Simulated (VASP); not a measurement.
Band structure of Si (space group Fd-3m). Calculation: PBE GGA, VASP's PBE PAW potentials (set 64) (plane waves; VASP).

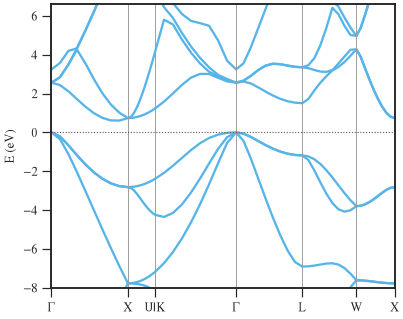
*Bands along high-symmetry lines, zero at the valence-band maximum or, without a gap, the Fermi level*

Task: Read the plot: is there a gap, and where are the band edges?

Result: The gap is indirect, 0.61 eV, from the valence maximum at Γ to the conduction minimum at Γ-X at 0.89.

The structure comes from a computed database's Si entry; how it stands against other phases isn't given here. The cell was not relaxed at this level.
